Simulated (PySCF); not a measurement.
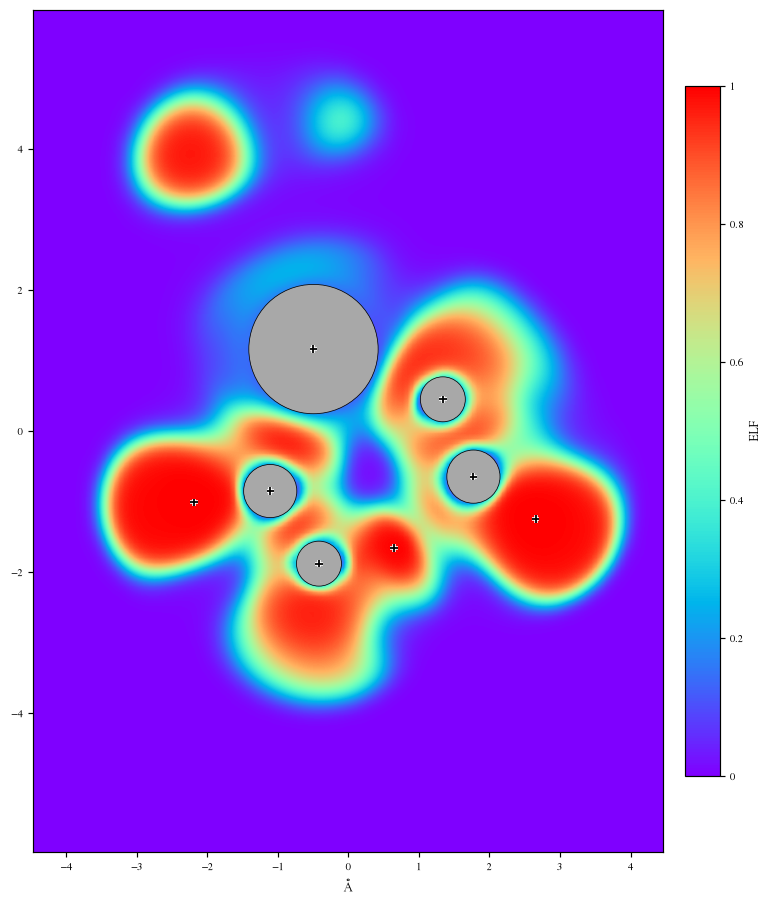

The electron localisation function on a plane through atoms (crosses mark nuclei in the plane; grey discs cover the cores).

The calculation used PySCF 2.14.0, wB97X-D/def2-SVPD, SCF density, gas phase.

Candidates:
A. C₄H₁₀O₃Si (SMILES CO[SiH](OC)C(C)=O)
B. C₅H₉GaN₂

### Which system is this?

Candidate B: C₅H₉GaN₂ on the plane of atoms Ga3, C4 and H11, which holds C, N, Ga and H. C–N (1.18 Å): the ELF peaks at about 0.85 between the atoms: a multiple bond. Ga–N (1.97 Å): the ELF peaks at about 0.90 in the valence shell of N, 0.6 Å from its nucleus, and is about 0.25 at the midpoint.
